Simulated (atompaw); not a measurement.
# F: variants of one PAW (atompaw) potential

Aim: generate and test one potential in full, then change one design choice at a time and see what happens to hardness, ghosts and scattering.

Program: atompaw 4.2.0.5. Reference atom: PBEsol, scalar-relativistic, spherical and spin-unpolarised. All values are calculated.

5 further runs of the same task are left out: 4 that didn't finish, 1 set aside as unsound or not needed.

## 1. The atom and the settings

Typed settings, in words:

- element: fluorine (F, Z = 9)
- type: PAW
- frozen core: [He]
- valence charge: 7
- reference configuration: 2s2 2p3 (charge +2)
- partial waves: 2s (bound): rc 0.80 bohr; 2s channel at -4.6 Ry: rc 1.60 bohr; 2p (bound): rc 1.60 bohr; 2p channel at -2.65 Ry: rc 1.60 bohr; 3d channel at -0.1 Ry: rc 1.60 bohr; 3d channel at 2.45 Ry: rc 1.55 bohr
- local potential: vpsmatchnc scheme with l = 3 at 0 Ry, radius 1.50 bohr
- core correction: smooth core density matched at 1.45 bohr
- augmentation charge: sinc compensation charge, radius 1.20 bohr; PAW radius 1.60 bohr; waves and projectors: custom rrkj gramschmidtortho

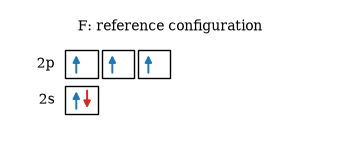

The outer shells as boxes. The arrows follow Hund's rule for the drawing; the calculation itself is spin-unpolarised.

The nodes and maxima of the atom's own shells, from an earlier all-electron run, set the scale for the radii.

All-electron outer shells of the reference configuration (PBEsol, scalar-relativistic, ld1.x):

| shell | level (eV) | outermost node (bohr) | outermost maximum (bohr) |
| --- | --- | --- | --- |
| 2s | -67.75 | 0.24 | 0.73 |
| 2p | -48.88 | – | 0.66 |
| 3d | -7.56 | – | 3.17 |
| 4f | -3.48 | – | 7.60 |

## 2. The first potential

Contents of F.input:

```
F 9
GGA-PBESOL scalarrelativistic loggrid 1500 logderivrange -7 5 301
2 2 0 0 0 0
2 1 3
0 0 0
c
v
v
2
1.60 1.20 1.50 1.45
y
-4.6
n
y
-2.65
n
y
-0.1
y
2.45
n
custom rrkj gramschmidtortho sinc
3 0 vpsmatchnc
0.80
1.60
1.60
1.60
1.60
1.55
PWSCFOUT
UPFDX 0.0125d0 UPFXMIN -7.d0 UPFZMESH 9.d0
END
```

Launch:

```console
$ atompaw < F.input > F.log
```

What the program wrote to the file F (summary file):

```text
 Completed calculations for F (AE)

 Exchange-correlation type: GGA, Perdew-Burke-Ernzerhof modified (PBEsol)

 Radial integration grid is logarithmic 
 r0 =   8.4897475E-04 h =   7.6407728E-03   n =      1500 rmax =   8.0000000E+01

 Scalar relativistic calculation

 AEatom converged in  18 iterations
   nz     =   9.00
   delta  =       4.602719427892E-17

 All Electron Orbital energies:         
  n  l      occupancy      energy
  1  0      2.0000000E+00 -5.2035486E+01
  2  0      2.0000000E+00 -4.9798400E+00
  2  1      3.0000000E+00 -3.5924261E+00

 Total energy
   Total                    :     -194.66277608633050

 ---
 Completed calculations for F (SC)

 Exchange-correlation type: GGA, Perdew-Burke-Ernzerhof modified (PBEsol)

 Radial integration grid is logarithmic 
 r0 =   8.4897475E-04 h =   7.6407728E-03   n =      1500 rmax =   8.0000000E+01

 Scalar relativistic calculation

 SCatom converged in   1 iterations
   nz     =   9.00
   delta  =       6.838652632585E-19

 Valence Electron Orbital energies:         
  n  l      occupancy      energy
   2  0      2.0000000E+00 -4.9798400E+00
   2  1      3.0000000E+00 -3.5924261E+00

 Total energy
   Total                    :     -194.66277608633743
   Valence                  :      -54.23796052084052

 PAW parameters: 
       lmax =            2
         rc =    1.6113553190714831     
        irc =          989
   rc_shape =    1.2050833780413361     
    rc_vloc =    1.5042150134942220     
    rc_core =    1.4589114408994974     
   Vloc: VPS match (norm-conservation) with l= 3;e=   0.0000E+00
   Projector type: RRKJ pseudization + Gram-Schmidt ortho.
   Sinc^2 compensation charge shape zeroed at   1.2051E+00

 Number of basis functions     6
 No.   n  nodes  l      Energy         Cp coeff         Occ
  1    2    1    0   -0.4979840E+01  0.1000000E+01  0.2000000E+01
  2  999    2    0   -0.4600000E+01  0.3353560E-02  0.0000000E+00
  3    2    0    1   -0.3592426E+01  0.1000000E+01  0.3000000E+01
  4  999    1    1   -0.2650000E+01  0.2771993E+00  0.0000000E+00
  5  999    0    2   -0.1000000E+00  0.1000000E+01  0.0000000E+00
  6  999    1    2    0.2450000E+01 -0.2127177E+00  0.0000000E+00

 Eigenvalues of overlap operator (in the basis of projectors):
    1        4.04840813E-02
    2        9.32811072E-02
    3        2.05546073E+00
    4        8.91734902E+00
    5        3.22826792E+01
    6        1.52855322E+03

 Orbital leakage outside PAW augmentation regions
   orb  is_core?  %out_of_sphere
   1 0    T           0.00
   2 0    F           5.89
   2 1    F           7.46

 Summary of PAW energies
   Total valence energy     :    -54.26085483206538
   Smooth energy            :     20.16247187150444
   One center               :    -74.42332670356981
   Smooth kinetic           :     12.86799680225825
   Vloc energy              :     -2.83699634911200
   Smooth exch-corr         :     -4.30458850123434
   One-center xc            :    -13.26069698024343
```

It took 0.51 s on 1 thread of Intel Xeon 6975P-C, shared host.

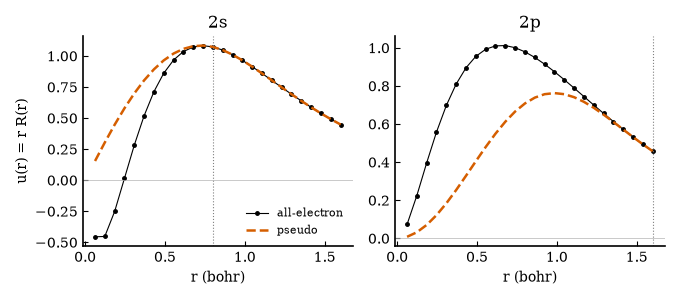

All-electron and pseudo partial waves (2s, 2p), with the matching radii dotted. The curves join 26 sampled radii.

## 3. Logarithmic derivatives

Taken from the files of the generation run. The phase is arctan(r·u′/u) with u = r·R, unwrapped, with energies in Ry. A pole is an energy at which the radial function vanishes at the test radius. The pseudo phase is shifted by a multiple of π to meet the all-electron one at the reference energy. Levels narrower than the energy grid can be missing from the poles. The last column is the largest difference on the grid between −1 and +1 Ry.

| channel | radius (bohr) | reference (Ry) | poles AE | poles PS | window around the reference with phases within 0.05 rad (Ry) | largest difference near zero (rad) |
| --- | --- | --- | --- | --- | --- | --- |
| s | 1.61 | -4.98 | -4.24 | -4.24, 3.81 | below -0.4 | 0.439 |
| p | 1.61 | -3.59 | -2.91 | -2.91 | below 1.2 | 0.033 |
| d | 1.61 | -0.10 | none | none | the whole range | 0.000 |

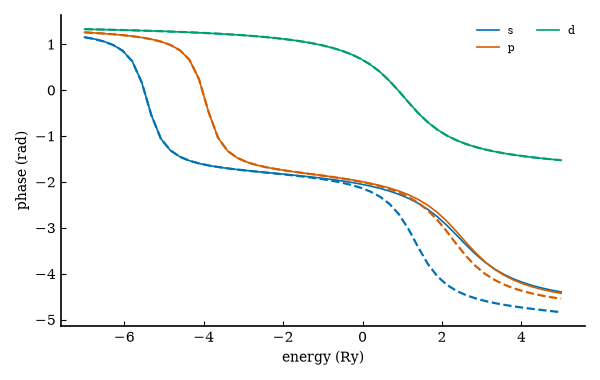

All-electron (solid) and pseudo (dashed) phases against energy.

## 4. Plane-wave convergence, by spherical Bessel functions

A separate test, outside the generator: the pseudo-atom's Hamiltonian at the reference potential is diagonalised in spherical Bessel functions j_l(qr) that vanish at 20 bohr, with q² up to the cutoff.

All-electron valence levels (Ry): 2s -4.9798, 2p -3.5924. The lowest levels of each channel (Ry) by cutoff; the last column sums, over occupied levels, occupation times the distance from the level at 400 Ry. A positive value at high cutoff is not a bound level.

```
cutoff (Ry)     s #1     p #1     d #1     f #1  Σ f·Δε (mRy)
          8  -3.4178  -3.0284  -0.5433  -0.2551        4816.2
         12  -4.7362  -3.3923  -0.5499  -0.2551        1087.7
         18  -4.9602  -3.5520  -0.5540  -0.2551         160.5
         25  -4.9776  -3.5879  -0.5554  -0.2551          18.1
         30  -4.9790  -3.5916  -0.5558  -0.2551           4.1
         35  -4.9791  -3.5920  -0.5559  -0.2551           2.8
         40  -4.9792  -3.5920  -0.5560  -0.2551           2.6
         50  -4.9794  -3.5923  -0.5560  -0.2551           1.4
         60  -4.9794  -3.5924  -0.5560  -0.2551           1.0
         80  -4.9795  -3.5924  -0.5560  -0.2551           0.9
        100  -4.9797  -3.5924  -0.5560  -0.2551           0.4
        400  -4.9799  -3.5924  -0.5560  -0.2551           0.0
```

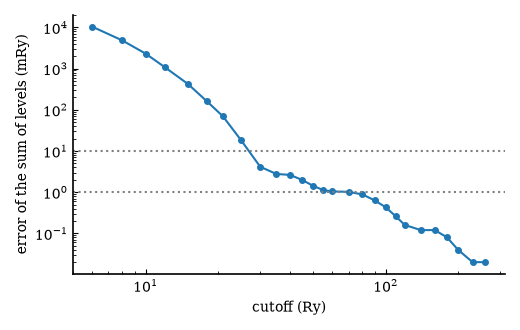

Occupation-weighted error of the valence levels against the cutoff; the dotted lines mark 10 and 1 mRy.

The sum stays within 10 mRy from 30 Ry and within 1 mRy from 80 Ry. The sum leaves out empty levels, which can need more. Ghost test: no level below the all-electron spectrum of its channel (s, p, d, f tested).

## 5. Now with local potential bessel scheme, radius 1.50 bohr

F.input, as its differences from that of step 2:

```diff
@@ -22,3 +22,3 @@
 custom rrkj gramschmidtortho sinc
-3 0 vpsmatchnc
+bessel
 0.80
```

Launch:

```console
$ atompaw < F.input > F.log
```

Output in the file F (summary file):

```text
 Completed calculations for F (AE)

 Exchange-correlation type: GGA, Perdew-Burke-Ernzerhof modified (PBEsol)

 Radial integration grid is logarithmic 
 r0 =   8.4897475E-04 h =   7.6407728E-03   n =      1500 rmax =   8.0000000E+01

 Scalar relativistic calculation

 AEatom converged in  18 iterations
   nz     =   9.00
   delta  =       4.602719427892E-17

[... all-electron levels as in step 2 ...]

 Total energy
   Total                    :     -194.66277608633050

 ---
 Completed calculations for F (SC)

 Exchange-correlation type: GGA, Perdew-Burke-Ernzerhof modified (PBEsol)

 Radial integration grid is logarithmic 
 r0 =   8.4897475E-04 h =   7.6407728E-03   n =      1500 rmax =   8.0000000E+01

 Scalar relativistic calculation

 SCatom converged in   1 iterations
   nz     =   9.00
   delta  =       6.838652632585E-19

 Valence Electron Orbital energies:         
  n  l      occupancy      energy
   2  0      2.0000000E+00 -4.9798400E+00
   2  1      3.0000000E+00 -3.5924261E+00

 Total energy
   Total                    :     -194.66277608633743
   Valence                  :      -54.23796052084052

 PAW parameters: 
       lmax =            2
         rc =    1.6113553190714831     
        irc =          989
   rc_shape =    1.2050833780413361     
    rc_vloc =    1.5042150134942220     
    rc_core =    1.4589114408994974     
   Vloc: truncated form - Vps(r)=A.sin(qr)/r for r<rc
   Projector type: RRKJ pseudization + Gram-Schmidt ortho.
   Sinc^2 compensation charge shape zeroed at   1.2051E+00

 Number of basis functions     6
 No.   n  nodes  l      Energy         Cp coeff         Occ
  1    2    1    0   -0.4979840E+01  0.1000000E+01  0.2000000E+01
  2  999    2    0   -0.4600000E+01 -0.2594613E-02  0.0000000E+00
  3    2    0    1   -0.3592426E+01  0.1000000E+01  0.3000000E+01
  4  999    1    1   -0.2650000E+01  0.1314165E+00  0.0000000E+00
  5  999    0    2   -0.1000000E+00  0.1000000E+01  0.0000000E+00
  6  999    1    2    0.2450000E+01 -0.1277736E-01  0.0000000E+00

 Eigenvalues of overlap operator (in the basis of projectors):
    1        6.45427705E-02
    2        2.42946039E-01
    3        1.00021322E+00
    4        4.35309447E+00
    5        9.23852274E+00
    6        1.91666543E+01

 Orbital leakage outside PAW augmentation regions
   orb  is_core?  %out_of_sphere
   1 0    T           0.00
   2 0    F           5.89
   2 1    F           7.46

 Summary of PAW energies
   Total valence energy     :    -54.26162926397381
   Smooth energy            :     32.24630145634507
   One center               :    -86.50793072031888
   Smooth kinetic           :     12.86799680225825
   Vloc energy              :      9.24683323572864
   Smooth exch-corr         :     -4.30458850123434
   One-center xc            :    -13.26069698024343
```

Run time: 0.47 s. Hardware: 1 thread of Intel Xeon 6975P-C, shared host.

With this change the loose cutoff stays at 30 Ry, there is no bound ghost and the phase difference near zero goes from 0.44 to 0.01 rad.

## 6. Results

Cutoffs, loose and tight: the cutoffs (Ry, on a coarse ladder) from which the occupation-weighted sum of valence levels, in a spherical-Bessel basis at the reference potential, stays within 10 and 1 mRy of its value at 400 Ry; empty and scattering waves don't count. The number of plane waves in a given cell goes as the cutoff to the power 3/2; it is given for the loose cutoff, relative to the first potential. The phase difference is the largest within 1 Ry of zero, over the channels with partial waves. A dash means not determined. 3 further runs were made in the same way; their inputs and logs are not shown.

```csv
change,outcome,"cutoff, loose","cutoff, tight","plane waves, relative",bound ghosts,phase difference near zero (rad),lowest overlap eigenvalue (Bessel basis)
first potential,generated,30 Ry,80 Ry,1.00,none,0.439,0.078
"local potential bessel scheme, radius 1.50 bohr",generated,30 Ry,80 Ry,1.00,none,0.007,0.376
"augmentation sinc compensation charge, radius 1.20 bohr; PAW radius 1.60 bohr; waves and projectors: custom polynom2 7 10 vanderbiltortho",failed: atompaw: The overlap operator has at least one negative eigenvalue!,–,–,–,–,–,–
waves 3d channel at 2.45 Ry: rc 1.44 bohr,failed: atompaw: The overlap operator has at least one negative eigenvalue!,–,–,–,–,–,–
"local potential vpsmatchnc scheme with l = 3 at 0 Ry, radius 0.98 bohr",failed: atompaw: The overlap operator has at least one negative eigenvalue!,–,–,–,–,–,–
```

In words: 3 of the changes stop the generator.

The first potential by itself. By its cutoff, 30 Ry for the looser tolerance, it is soft on the atom at that tolerance. The tighter tolerance needs 80 Ry, and converged work needs a cutoff nearer that. No bound ghost shows below the valence levels. Near zero energy the largest phase difference among the channels read is 0.44 rad, in the s channel.
